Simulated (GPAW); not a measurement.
# A 7-layer slab of Sr(111) in an electric field, part 2 of 2

Aim: the dipole that a field along the normal induces in a 7-layer slab of Sr(111).

GPAW 26.7.0; GPAW, PAW setups; slab in vacuum, relaxation (the session's first sound run).

So far, upper work function (eV): step 2 (relaxing the atoms) 2.69.

## Step 5: Field on

run.py

```python
import json
import numpy as np
from ase import Atoms
from gpaw import GPAW, PW
from gpaw.external import ConstantElectricField

slab = Atoms(
    ['Sr', 'Sr', 'Sr', 'Sr', 'Sr', 'Sr', 'Sr'],
    positions=[
        [0.00000, 0.00000, 7.00000],
        [2.14960, 1.24107, 10.51029],
        [4.29921, 2.48215, 14.02058],
        [-0.00000, -0.00000, 17.53093],
        [2.14960, 1.24107, 21.04264],
        [4.29921, 2.48215, 24.58245],
        [-0.00000, -0.00000, 28.01959]],
    cell=[[4.29921, 0.0, 0.0], [2.1496, 3.72322, 0.0], [0.0, 0.0, 35.06174]],
    pbc=[True, True, False])

slab.calc = GPAW(mode=PW(400), xc='PBE', kpts={'size': (9, 9, 1), 'gamma': True},
                 occupations={'name': 'fermi-dirac', 'width': 0.1}, nbands='160%',
                 convergence={'density': 1e-05}, maxiter=200,
                 poissonsolver={'dipolelayer': 'xy'},
                 external=ConstantElectricField(-0.1, [0, 0, 1]),
                 symmetry={'tolerance': 1e-3}, txt='slab.txt')
result = {}
energy = slab.get_potential_energy()
fermi = slab.calc.get_fermi_level()
v = slab.calc.get_electrostatic_potential().mean((0, 1)) - fermi
n = slab.calc.get_pseudo_density().mean((0, 1))
L = slab.cell[2, 2]
z = np.arange(len(v)) * L / len(v)
low, high = slab.positions[:, 2].min(), slab.positions[:, 2].max()
below, above = np.interp([low - 4.8, high + 4.8], z, v)
slopes = [np.interp(x, z, np.gradient(v, z)) for x in (low - 4.8, high + 4.8)]
eps = np.array([[slab.calc.get_eigenvalues(k, s) for k in range(len(slab.calc.get_ibz_k_points()))]
                for s in range(slab.calc.get_number_of_spins())]) - fermi
top, bottom = eps[eps < 0].max(), eps[eps > 0].min()
dipole = slab.get_dipole_moment()[2]
print(f'energy {energy:.4f} eV, Fermi level {fermi:.4f} eV, dipole {dipole:.5f} e A')
print(f'potential 4.8 A off the faces, from the Fermi level: lower {below:.4f} eV, upper {above:.4f} eV')
print(f'slope of the potential there: lower {slopes[0]:.5f}, upper {slopes[1]:.5f} eV/A')
print(f'nearest levels on the mesh: {top:.4f} and {bottom:.4f} eV')
print('magnetic moment', round(slab.get_magnetic_moment(), 3))
result.update(energy=energy, fermi=fermi, dipole=dipole, below=below, above=above, slopes=slopes, edges=[top, bottom],
              z=z.tolist(), v=v.tolist(), n=n.tolist(), positions=slab.positions.tolist(),
              forces=slab.get_forces(apply_constraint=False).tolist(), moments=slab.get_magnetic_moments().tolist())
json.dump(result, open('result.json', 'w'))
```

Run with:

```console
$ OMP_NUM_THREADS=1 OPENBLAS_NUM_THREADS=1 python run.py
```

The log of the run:

```text
energy -10.9763 eV, Fermi level 1.6709 eV, dipole -0.23401 e A
potential 4.8 A off the faces, from the Fermi level: lower 1.3819 eV, upper 4.0247 eV
slope of the potential there: lower -0.00719, upper 0.01176 eV/A
nearest levels on the mesh: -0.0243 and 0.0347 eV
magnetic moment 0.0
```

It took 7 min on 1 thread of AMD EPYC 7R13 (Zen 3), shared host; peak memory 0.74 GiB.

This step gave:

* dipole along the normal: -0.2340 e·Å
* levels nearest the Fermi level on the mesh: -0.02432, 0.03470 eV from the Fermi level
* potential below the slab, the applied field's own ramp left out: 1.382 eV from the Fermi level
* potential above the slab, the applied field's own ramp left out: 4.025 eV from the Fermi level

The electrostatic potential energy of an electron (without an applied field's), less the Fermi level, planar mean oscillates, so the rows of the table below give means over windows of 3.52 Å about each position, cut where the curve ends. Its maxima inside the range that stand out by 2 % of the span (Å: eV): 8.8: 0.793, 12.2: 1.13, 15.8: 1.51, 19.3: 1.86, 22.8: 2.24, 26.3: 2.43, 34.6: 4.03. Its minima: 7.0: -13.9, 10.5: -13.4, 14.1: -13.0, 17.5: -12.8, 21.0: -12.3, 24.6: -12.0, 28.0: -11.8.

Table of electrostatic potential energy of an electron (without an applied field's), less the Fermi level, planar mean by z; means over each step:

| z (Å) | electrostatic potential energy of an electron (without an applied field's), less the Fermi level, planar mean (eV) |
| --- | --- |
| 1.76 | 1.45 |
| 5.28 | -2.13 |
| 8.80 | -4.33 |
| 12.32 | -3.97 |
| 15.84 | -3.62 |
| 19.36 | -3.25 |
| 22.88 | -2.80 |
| 26.40 | -2.87 |
| 29.92 | 1.09 |
| 33.44 | 3.98 |

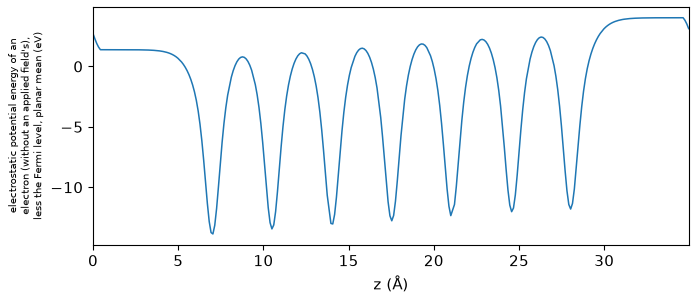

Electrostatic potential energy of an electron (without an applied field's), less the Fermi level, planar mean, plotted against z.

Force by atom:

| atom | x (eV/Å) | y (eV/Å) | z (eV/Å) | size |
| --- | --- | --- | --- | --- |
| Sr1 | 0.0000 | 0.0000 | 0.0719 | 0.0719 |
| Sr2 | 0.0000 | 0.0000 | -0.0538 | 0.0538 |
| Sr3 | 0.0000 | 0.0000 | -0.0024 | 0.0024 |
| Sr4 | 0.0000 | 0.0000 | 0.0018 | 0.0018 |
| Sr5 | 0.0000 | 0.0000 | 0.0191 | 0.0191 |
| Sr6 | 0.0000 | 0.0000 | -0.0196 | 0.0196 |
| Sr7 | 0.0000 | 0.0000 | -0.0169 | 0.0169 |

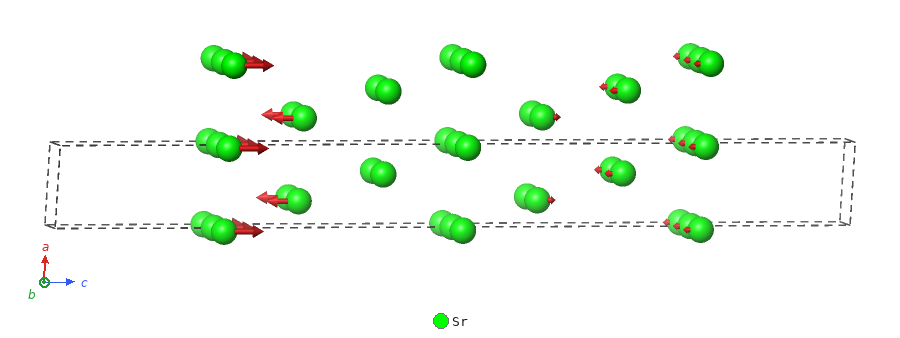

Force as arrows, the longest 0.0719 eV/Å. 2×2×1 cells are drawn. Some periodic images of atoms are drawn too.

The dipole is now -0.234 e Å, against 0.0014 in the run without a field.

## Step 6: Field on

run.py: that of step 5 with these lines changed.

```diff
@@ -23,3 +23,3 @@
                  poissonsolver={'dipolelayer': 'xy'},
-                 external=ConstantElectricField(-0.1, [0, 0, 1]),
+                 external=ConstantElectricField(-0.05, [0, 0, 1]),
                  symmetry={'tolerance': 1e-3}, txt='slab.txt')
```

The log of the run:

```text
energy -10.9676 eV, Fermi level 1.6717 eV, dipole -0.11626 e A
potential 4.8 A off the faces, from the Fermi level: lower 2.0437 eV, upper 3.3568 eV
slope of the potential there: lower -0.00809, upper 0.01032 eV/A
nearest levels on the mesh: -0.0243 and 0.0346 eV
magnetic moment 0.0
```

Elapsed: 7.8 min, on 1 thread; peak memory 0.74 GiB.

The electrostatic potential energy of an electron (without an applied field's), less the Fermi level, planar mean oscillates, so the rows of the table below give means over windows of 3.46 Å about each position, cut where the curve ends. Its maxima inside the range that stand out by 2 % of the span (Å: eV): 8.8: 1.23, 12.2: 1.40, 15.8: 1.60, 19.3: 1.77, 22.8: 1.97, 26.3: 1.99, 34.6: 3.36. Its minima: 7.0: -13.3, 10.5: -13.1, 14.1: -12.9, 17.5: -12.8, 21.0: -12.5, 24.6: -12.4, 28.0: -12.3.

Table of electrostatic potential energy of an electron (without an applied field's), less the Fermi level, planar mean by z; means over each step:

| z (Å) | electrostatic potential energy of an electron (without an applied field's), less the Fermi level, planar mean (eV) |
| --- | --- |
| 1.73 | 2.08 |
| 5.19 | -1.06 |
| 8.65 | -3.76 |
| 12.11 | -3.59 |
| 15.57 | -3.39 |
| 19.03 | -3.25 |
| 22.49 | -2.99 |
| 25.95 | -3.16 |
| 29.41 | -1.59 |
| 32.87 | 3.34 |

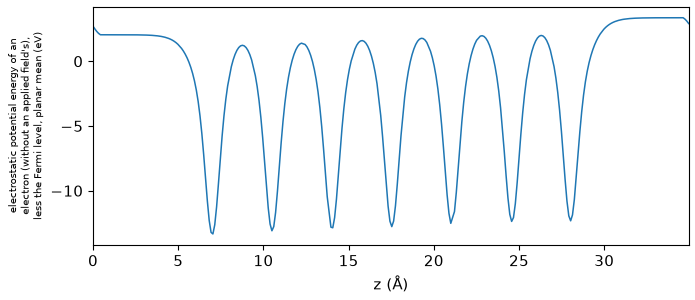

Electrostatic potential energy of an electron (without an applied field's), less the Fermi level, planar mean, plotted against z.

## Step 7: Field on

run.py: that of step 6 with these lines changed.

```diff
@@ -23,3 +23,3 @@
                  poissonsolver={'dipolelayer': 'xy'},
-                 external=ConstantElectricField(-0.05, [0, 0, 1]),
+                 external=ConstantElectricField(0.05, [0, 0, 1]),
                  symmetry={'tolerance': 1e-3}, txt='slab.txt')
```

The log of the run:

```text
energy -10.9677 eV, Fermi level 1.6711 eV, dipole 0.11918 e A
potential 4.8 A off the faces, from the Fermi level: lower 3.3755 eV, upper 2.0295 eV
slope of the potential there: lower -0.01038, upper 0.00804 eV/A
nearest levels on the mesh: -0.0243 and 0.0346 eV
magnetic moment 0.0
```

The job ended after 7.7 min (1 thread; peak memory 0.74 GiB).

## Step 8: In a field

run.py: that of step 7 with these lines changed.

```diff
@@ -23,3 +23,3 @@
                  poissonsolver={'dipolelayer': 'xy'},
-                 external=ConstantElectricField(0.05, [0, 0, 1]),
+                 external=ConstantElectricField(0.1, [0, 0, 1]),
                  symmetry={'tolerance': 1e-3}, txt='slab.txt')
```

The log of the run:

```text
energy -10.9766 eV, Fermi level 1.6698 eV, dipole 0.23690 e A
potential 4.8 A off the faces, from the Fermi level: lower 4.0456 eV, upper 1.3701 eV
slope of the potential there: lower -0.01182, upper 0.00715 eV/A
nearest levels on the mesh: -0.0243 and 0.0348 eV
magnetic moment 0.0
```

Run time: 8.2 min. Hardware: 1 thread; peak memory 0.75 GiB.

The electrostatic potential energy of an electron (without an applied field's), less the Fermi level, planar mean oscillates, so the rows of the table below give means over windows of 3.52 Å about each position, cut where the curve ends. Its maxima inside the range that stand out by 2 % of the span (Å: eV): 0.4: 4.05, 8.8: 2.55, 12.2: 2.20, 15.8: 1.86, 19.3: 1.51, 22.8: 1.18, 26.3: 0.675. Its minima: 7.0: -11.8, 10.5: -12.0, 14.1: -12.3, 17.5: -12.8, 21.0: -13.0, 24.6: -13.4, 28.0: -13.9.

Table of electrostatic potential energy of an electron (without an applied field's), less the Fermi level, planar mean by z; means over each step:

| z (Å) | electrostatic potential energy of an electron (without an applied field's), less the Fermi level, planar mean (eV) |
| --- | --- |
| 1.76 | 3.97 |
| 5.28 | 0.306 |
| 8.80 | -2.59 |
| 12.32 | -2.92 |
| 15.84 | -3.28 |
| 19.36 | -3.62 |
| 22.88 | -3.87 |
| 26.40 | -4.65 |
| 29.92 | -1.37 |
| 33.44 | 1.41 |

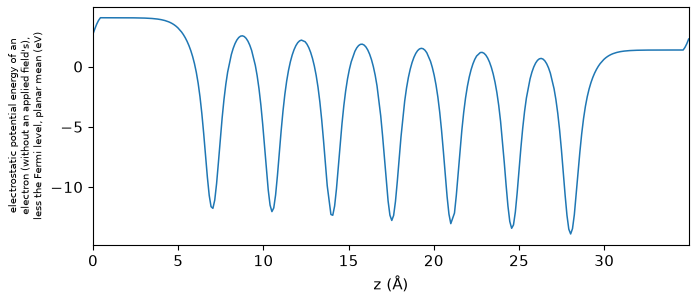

Electrostatic potential energy of an electron (without an applied field's), less the Fermi level, planar mean against z.

The dipole is now 0.237 e Å, against 0.0014 in the run without a field.

## Step 9: Field on

run.py: that of step 8 with these lines changed.

```diff
@@ -23,3 +23,3 @@
                  poissonsolver={'dipolelayer': 'xy'},
-                 external=ConstantElectricField(0.1, [0, 0, 1]),
+                 external=ConstantElectricField(0.2, [0, 0, 1]),
                  symmetry={'tolerance': 1e-3}, txt='slab.txt')
```

The log of the run:

```text
energy -11.0121 eV, Fermi level 1.6648 eV, dipole 0.47263 e A
potential 4.8 A off the faces, from the Fermi level: lower 5.3958 eV, upper 0.0585 eV
slope of the potential there: lower -0.01551, upper 0.00574 eV/A
nearest levels on the mesh: -0.0241 and 0.0353 eV
magnetic moment 0.0
```

Wall time 9.1 min (1 thread); peak memory 0.74 GiB.

The dipole is now 0.473 e Å, against 0.0014 in the run without a field.

## Step 10: Field on

run.py: that of step 9 with these lines changed.

```diff
@@ -23,3 +23,3 @@
                  poissonsolver={'dipolelayer': 'xy'},
-                 external=ConstantElectricField(0.2, [0, 0, 1]),
+                 external=ConstantElectricField(0.3, [0, 0, 1]),
                  symmetry={'tolerance': 1e-3}, txt='slab.txt')
```

The log of the run:

```text
energy -11.0711 eV, Fermi level 1.6568 eV, dipole 0.70893 e A
potential 4.8 A off the faces, from the Fermi level: lower 6.7608 eV, upper -1.2442 eV
slope of the potential there: lower -0.02062, upper 0.00473 eV/A
nearest levels on the mesh: -0.0238 and 0.0324 eV
magnetic moment 0.0
```

It took 8.2 min on 1 thread; peak memory 0.74 GiB.

The dipole is now 0.709 e Å, against 0.0014 in the run without a field.

## Step 11: The series

The members are put on one axis.

This step: induced dipole against applied field (GPAW 26.7.0).

The dipole along the normal by field:

| field (V/Å) | dipole along the normal (e·Å) |
| --- | --- |
| -0.200 | -0.470 |
| -0.100 | -0.234 |
| -0.050 | -0.116 |
| 0.000 | 0.00145 |
| 0.050 | 0.119 |
| 0.100 | 0.237 |
| 0.200 | 0.473 |
| 0.300 | 0.709 |

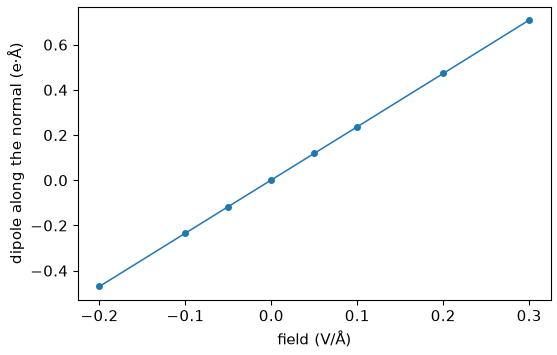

Dipole along the normal against field.

## Step 12: Summary of results

```json
{"work function, upper and lower face": "2.692 and 2.708 eV", "dipole along the normal": "0.00145 e Å", "induced dipole per field": "2.36 e Å per V/Å", "out-of-plane polarisability per area, α/(ε0 A)": "26.6 Å"}
```

What this shows: The field induces 2.36 e Å per V/Å, a polarisable thickness α/(ε0 A) of 26.6 Å beside 21.0 Å between the outermost nuclei. A perfect conductor would give the distance between its two image planes; a dielectric of thickness t gives t(1 - 1/ε). The measured value for polycrystalline Sr, which weights the faces of low work function, is 2.59 eV (as compiled in "Anisotropic work function of elemental crystals", 2019, arxiv:1902.07811); the relaxed upper face lies 0.10 eV over it with PBE. Measured work functions scatter by a tenth of an eV or more between methods. The induced dipole is linear in the field over this range. The small printed dipole stands for a step of -16 meV from the lower to the upper face, and the probes find -16 meV; values this small are near the numerical noise of both. The in-plane lattice was kept as typed, which isn't the functional's own and leaves some strain; spin-orbit coupling and temperature are left out.

[Logs are printed without paths, hosts, clocks, repeated set-up lines and the standing remarks that a program may print on its own settings, such as how far it seeks lower states.]

[Hosts, paths, dates, database ids (printed as entryN), source tags and the programs' standing remarks are cut or masked in the printed files.]
